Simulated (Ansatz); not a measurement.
# CH2BClO: geometry and vibrations

Aim: relax CH2BClO from a cheap starting geometry, check the end point by its vibrations and derive ideal-gas thermochemistry.

The runs use Ansatz 0.2.0, Gaussian basis; RKS PBE0-D4/def2-TZVP.

Levels to be run: relaxation at PBE-D4/def2-SVP; relaxation at PBE0-D4/def2-TZVP; harmonic vibrations at the same level.

1 further run of the same task is left out (set aside as unsound or not needed).

### Step 1. Where the work starts

SMILES `ClB1CO1`, 6 atoms, charge 0, spin multiplicity 1.

Atoms are counted from 1 here; the program's logs count them from 0.

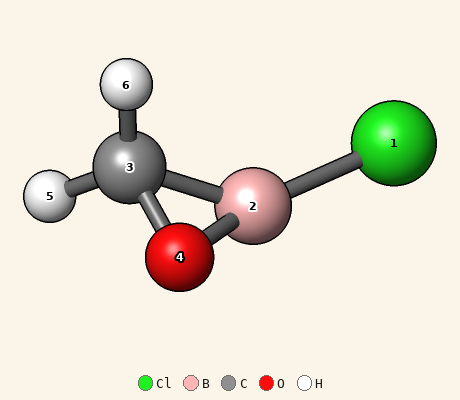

As it starts; chlorine green, boron pink, carbon grey, oxygen red, hydrogen white; atoms are numbered from 1 in the order of the file.

Geometry (Å):

```xyz
6

Cl   -0.7049   -2.2876    0.9281
B    -0.2930   -0.8180   -0.1532
C     0.3151    0.6209   -0.0843
O    -0.6440    0.4225   -0.9036
H     1.2959    0.7570   -0.6491
H     0.0731    1.2412    0.8159
```

The start is a force-field geometry with small random shifts, so a cheaper pass at PBE-D4/def2-SVP comes first.

### Step 2. Relaxation at PBE-D4/def2-SVP (cheap first pass)

Contents of in.yaml:

```yaml
crystal:
  periodic: [false, false, false]
  atoms:
    - {symbol: Cl, position_ang: [-0.704900, -2.287600, 0.928100]}
    - {symbol: B, position_ang: [-0.293000, -0.818000, -0.153200]}
    - {symbol: C, position_ang: [0.315100, 0.620900, -0.084300]}
    - {symbol: O, position_ang: [-0.644000, 0.422500, -0.903600]}
    - {symbol: H, position_ang: [1.295900, 0.757000, -0.649100]}
    - {symbol: H, position_ang: [0.073100, 1.241200, 0.815900]}
basis:
  gaussian: {orbitals: def2-SVP}
hamiltonian: {xc: pbe, dispersion: d4}
relax: {f_tol: 0.03, max_steps: 200}
```

The run is started by

```sh
ansatz run in.yaml --threads 2 --pin off --events-out ev --progress --plain --max-ram 4352MiB
```

Log, shortened:

```text
Functional definition: PBE
  name "PBE"
  cite "Perdew, Burke & Ernzerhof, Phys. Rev. Lett. 77, 3865 (1996) doi:10.1103/PhysRevLett.77.3865"
  parent pbe
[...]
766 factors; their error is unknown
[...]
mean field -16297.82819415 eV, -598.9341390702 hartree, gradient 4.9e-5 eV, S^2 0.000000; 0 other end points of the search recorded, 0 dependent functions left out
[...]
reference -16297.82822029 eV, -598.9341400307 hartree; 19, 19 occupied and 51, 51 virtual orbitals, 766 factors
relax step   1: F+E_penalty+E_count = -16297.92623334 eV  Δ(F+E_penalty+E_count) = +0.000e0 eV  max|allowed force component| = 7.062e0 eV/Å  Δτ_max = 0.0000 Å  (26 SCF iters, accepted)
[...]
relax step   7: F+E_penalty+E_count = -16299.98018988 eV  Δ(F+E_penalty+E_count) = +1.013e-4 eV  max|allowed force component| = 1.074e-1 eV/Å  Δτ_max = 0.0141 Å  (27 SCF iters, rejected (line search))
[...]
relax step   8: F+E_penalty+E_count = -16299.98103004 eV  Δ(F+E_penalty+E_count) = -7.389e-4 eV  max|allowed force component| = 6.241e-3 eV/Å  Δτ_max = 0.0063 Å  (28 SCF iters, accepted)
766 factors; their error is unknown
mean field -16299.88055985 eV, -599.0095621186 hartree, gradient 2.6e-5 eV, S^2 0.000000; 1 other end points of the search recorded, 0 dependent functions left out
[...]
reference -16299.88058691 eV, -599.0095631131 hartree; 19, 19 occupied and 51, 51 virtual orbitals, 766 factors
Total energy: -16299.98105710 eV, -599.0132553244 hartree
Atom 0 at    -0.711124    -2.312836     0.638189 Å, force     0.001572     0.002165    -0.000402 eV/Å
Atom 1 at    -0.332379    -0.716494     0.082300 Å, force    -0.005917    -0.003936    -0.001320 eV/Å
Atom 2 at     0.408305     0.608314     0.006498 Å, force    -0.002580     0.005480     0.003444 eV/Å
Atom 3 at    -0.800646     0.145784    -0.825166 Å, force     0.006240    -0.000937     0.001920 eV/Å
Atom 4 at     1.314108     0.747990    -0.610132 Å, force    -0.001292    -0.000377    -0.002218 eV/Å
Atom 5 at     0.163937     1.463242     0.662110 Å, force     0.001976    -0.002396    -0.001423 eV/Å
Dipole moment:     0.210658     0.097462     0.135372 e Å
```

Run time: 10 s. Hardware: 2 threads of Arm Neoverse V1, shared host.

Step by step:

```csv
step,energy from step 1 (eV),largest force component (eV/Å)
1,0.0000,7.0618
2,-1.4752,3.1248
3,-1.9769,1.4301
4,-2.0370,0.4068
5,-2.0497,0.4364
6,-2.0541,0.1210
7,-2.0540,0.1074
8,-2.0548,0.0062
```

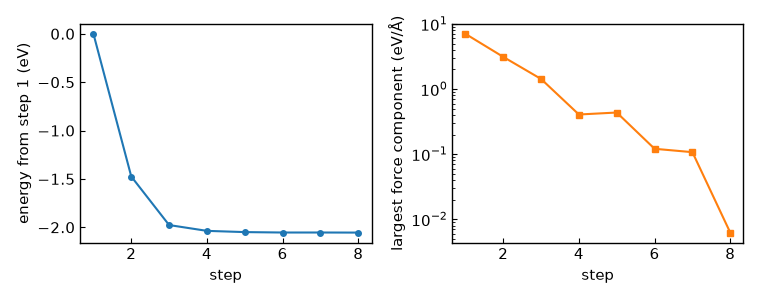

Energy and largest force along the relaxation.

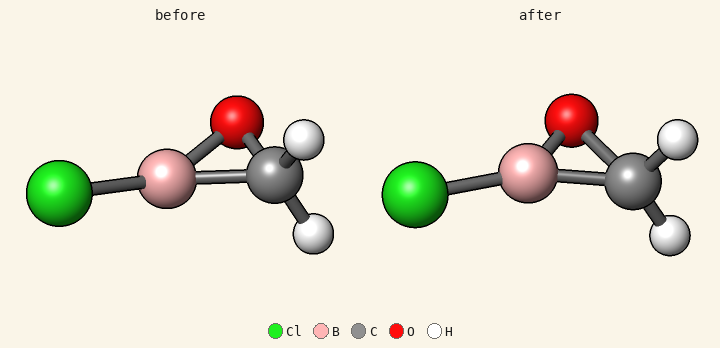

The geometry before (left) and after (right).

Distances of close pairs at the start and the end, largest changes first:

```csv
bond,before (Å),after (Å),change (Å)
C3–O4,1.277,1.539,+0.262
B2–O4,1.492,1.337,-0.155
Cl1–B2,1.870,1.732,-0.138
B2–C3,1.564,1.520,-0.044
C3–H5,1.140,1.105,-0.035
C3–H6,1.120,1.105,-0.015
```

### Step 3. Geometry optimisation, PBE0-D4/def2-TZVP

Contents of in.yaml:

```yaml
crystal:
  periodic: [false, false, false]
  atoms:
    - {symbol: Cl, position_ang: [-0.711124, -2.312836, 0.638189]}
    - {symbol: B, position_ang: [-0.332379, -0.716494, 0.082300]}
    - {symbol: C, position_ang: [0.408305, 0.608314, 0.006498]}
    - {symbol: O, position_ang: [-0.800646, 0.145784, -0.825166]}
    - {symbol: H, position_ang: [1.314108, 0.747990, -0.610132]}
    - {symbol: H, position_ang: [0.163937, 1.463242, 0.662110]}
basis:
  gaussian: {orbitals: def2-TZVP}
hamiltonian: {xc: pbe0, dispersion: d4}
relax: {f_tol: 0.005, max_steps: 150}
```

Launched as before.

Log, shortened:

```text
Functional definition: PBE0
  name "PBE0"
  cite "Adamo & Barone, J. Chem. Phys. 110, 6158 (1999) doi:10.1063/1.478522"
  cite "Perdew, Burke & Ernzerhof, Phys. Rev. Lett. 77, 3865 (1996) doi:10.1103/PhysRevLett.77.3865"
  parent pbe
[...]
856 factors; their error is unknown
[...]
mean field -16309.65062755 eV, -599.3686054842 hartree, gradient 1.4e-5 eV, S^2 0.000000; 0 other end points of the search recorded, 0 dependent functions left out
[...]
reference -16309.65065323 eV, -599.3686064280 hartree; 19, 19 occupied and 123, 123 virtual orbitals, 856 factors
relax step   1: F+E_penalty+E_count = -16309.73449861 eV  Δ(F+E_penalty+E_count) = +0.000e0 eV  max|allowed force component| = 5.776e-1 eV/Å  Δτ_max = 0.0000 Å  (28 SCF iters, accepted)
[...]
856 factors; their error is unknown
[...]
mean field -16309.67838346 eV, -599.3696254950 hartree, gradient 1.3e-5 eV, S^2 0.000000; 1 other end points of the search recorded, 0 dependent functions left out
[...]
reference -16309.67840901 eV, -599.3696264342 hartree; 19, 19 occupied and 123, 123 virtual orbitals, 856 factors
Total energy: -16309.76265817 eV, -599.3727225335 hartree
Atom 0 at    -0.699224    -2.288260     0.634934 Å, force    -0.000161    -0.001460     0.000674 eV/Å
Atom 1 at    -0.329743    -0.707249     0.079709 Å, force     0.000567     0.002094    -0.000605 eV/Å
Atom 2 at     0.402130     0.603166     0.004126 Å, force    -0.000985    -0.001115    -0.000143 eV/Å
Atom 3 at    -0.788261     0.152371    -0.818041 Å, force     0.000377     0.000384     0.000006 eV/Å
Atom 4 at     1.294711     0.735707    -0.599872 Å, force    -0.000207     0.000241     0.000305 eV/Å
Atom 5 at     0.162588     1.440266     0.652944 Å, force     0.000410    -0.000143    -0.000237 eV/Å
Dipole moment:     0.232485     0.096122     0.156025 e Å
```

It took 18 s on 2 threads of Arm Neoverse V1, shared host.

Relaxation path:

```csv
step,energy from step 1 (eV),largest force component (eV/Å)
1,0.0000,0.5776
2,-0.0236,0.2754
3,-0.0278,0.0811
4,-0.0281,0.0418
5,-0.0281,0.0075
6,-0.0281,0.0021
```

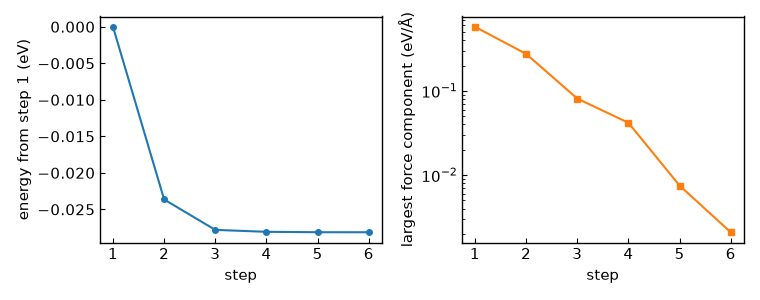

Energy and force, step by step.

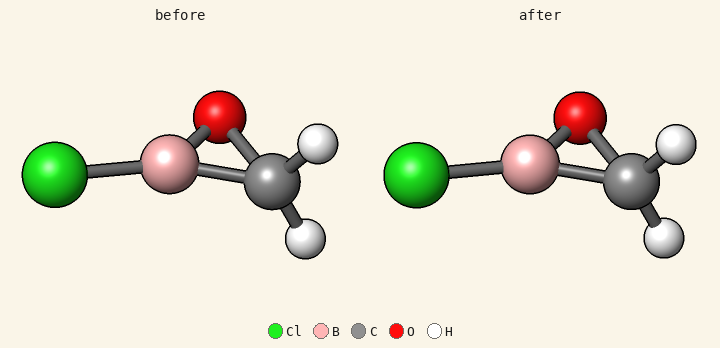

Before and after, at one scale.

Close pairs (by a distance rule), those that changed most:

```csv
bond,before (Å),after (Å),change (Å)
C3–O4,1.539,1.515,-0.023
C3–H6,1.105,1.086,-0.019
C3–H5,1.105,1.086,-0.019
B2–C3,1.520,1.503,-0.017
Cl1–B2,1.732,1.716,-0.016
B2–O4,1.337,1.325,-0.012
```

Mulliken charges at the end point, from the run's report:

```csv
atom,value (e)
Cl1,-0.09
B2,0.20
C3,-0.16
O4,-0.23
H5,0.14
H6,0.14
```

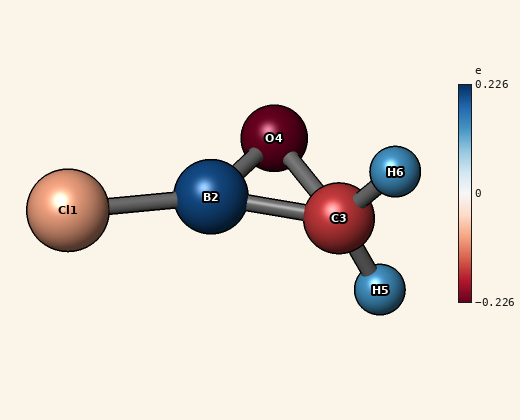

Mulliken charges at the end point, from the run's report, as colours on the atoms.

### Step 4. Vibrations by finite differences

Contents of in.yaml:

```yaml
crystal:
  periodic: [false, false, false]
  atoms:
    - {symbol: Cl, position_ang: [-0.699224, -2.288260, 0.634934]}
    - {symbol: B, position_ang: [-0.329743, -0.707249, 0.079709]}
    - {symbol: C, position_ang: [0.402130, 0.603166, 0.004126]}
    - {symbol: O, position_ang: [-0.788261, 0.152371, -0.818041]}
    - {symbol: H, position_ang: [1.294711, 0.735707, -0.599872]}
    - {symbol: H, position_ang: [0.162588, 1.440266, 0.652944]}
basis:
  gaussian: {orbitals: def2-TZVP}
hamiltonian: {xc: pbe0, dispersion: d4}
phonons: {temperatures: {t_min: 298.15, t_max: 900, t_step: 200}}
```

The command is unchanged.

Log, shortened:

```text
Functional definition: PBE0
  name "PBE0"
  cite "Adamo & Barone, J. Chem. Phys. 110, 6158 (1999) doi:10.1063/1.478522"
  cite "Perdew, Burke & Ernzerhof, Phys. Rev. Lett. 77, 3865 (1996) doi:10.1103/PhysRevLett.77.3865"
  parent pbe
[...]
856 factors; their error is unknown
[...]
mean field -16309.67838371 eV, -599.3696255045 hartree, gradient 1.4e-5 eV, S^2 0.000000; 0 other end points of the search recorded, 0 dependent functions left out
[...]
reference -16309.67840927 eV, -599.3696264436 hartree; 19, 19 occupied and 123, 123 virtual orbitals, 856 factors
[...]
856 factors; their error is unknown
mean field -16309.67836857 eV, -599.3696249477 hartree, gradient 1.3e-6 eV, S^2 0.000000; 0 other end points of the search recorded, 0 dependent functions left out
[...]
reference -16309.67839412 eV, -599.3696258869 hartree; 19, 19 occupied and 123, 123 virtual orbitals, 856 factors
[...]
reference -16309.67836529 eV, -599.3696248273 hartree; 19, 19 occupied and 123, 123 virtual orbitals, 856 factors
Total energy: -16309.76265843 eV, -599.3727225430 hartree
Atom 0 at    -0.699224    -2.288260     0.634934 Å, force    -0.000161    -0.001466     0.000676 eV/Å
Atom 1 at    -0.329743    -0.707249     0.079709 Å, force     0.000559     0.002112    -0.000620 eV/Å
Atom 2 at     0.402130     0.603166     0.004126 Å, force    -0.000966    -0.001121    -0.000155 eV/Å
Atom 3 at    -0.788261     0.152371    -0.818041 Å, force     0.000380     0.000372     0.000018 eV/Å
Atom 4 at     1.294711     0.735707    -0.599872 Å, force    -0.000218     0.000240     0.000314 eV/Å
Atom 5 at     0.162588     1.440266     0.652944 Å, force     0.000407    -0.000136    -0.000232 eV/Å
Dipole moment:     0.232485     0.096121     0.156025 e Å
Vibrations: 323.79 338.06 528.41 803.66 891.91 1028.42 1088.75 1227.51 1452.15 1581.03 3124.83 3211.13 cm⁻¹, zero-point energy 0.967054 eV
```

Run time: 60 s. Hardware: 2 threads of Arm Neoverse V1, shared host.

Motions are named by where the mode's potential energy lies. Wavenumbers, unscaled:

```csv
mode,cm⁻¹,motion
1,324,bend
2,338,out-of-plane bend
3,528,B–Cl stretch with bend
4,804,C–O stretch with bend
5,892,bend
6,1028,bend
7,1089,bend
8,1228,bend
9,1452,bend
10,1581,B–O stretch with bend
11,3125,C–H stretch
12,3211,C–H stretch
```

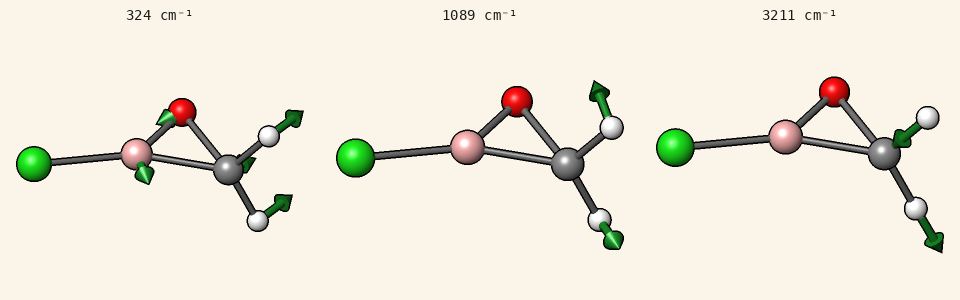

How the atoms move in 3 of the modes.

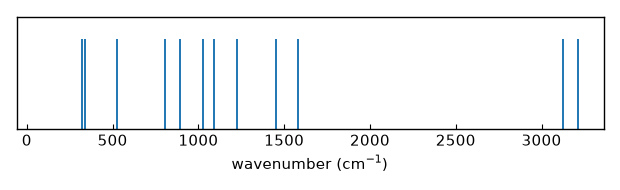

The harmonic wavenumbers as sticks (no intensities were computed).

Ideal gas, rigid rotor and harmonic oscillator at 298.15 K and 1 bar, with symmetry number 1:

```csv
term,value
zero-point energy,93.3 kJ/mol
H(298) − E,106.3 kJ/mol
"entropy, translation",162.9 J/(mol K)
"entropy, rotation",102.6 J/(mol K)
"entropy, vibration",15.3 J/(mol K)
"entropy, total",280.8 J/(mol K)
```

### Step 5. Results

```
                  quantity            value
               point group               Cs
                     steps            8 + 6
shift from the start (rms)          0.241 Å
              total energy   -16309.7627 eV
           dispersion term          -84 meV
             dipole moment           1.42 D
lowest, highest wavenumber   324, 3211 cm⁻¹
         zero-point energy      93.3 kJ/mol
       entropy at 298.15 K  280.8 J/(mol K)
```

**Reading.** The atoms moved 0.24 Å (rms) from the start; the bond that changed most is C3–O4, from 1.277 to 1.515 Å. No mode is imaginary: a true minimum at this level. The stiffest mode, 3211 cm⁻¹, is a C–H stretch. Harmonic hybrid wavenumbers usually lie a few per cent above measured fundamentals. The largest Mulliken charge, -0.23 e, sits on O4.
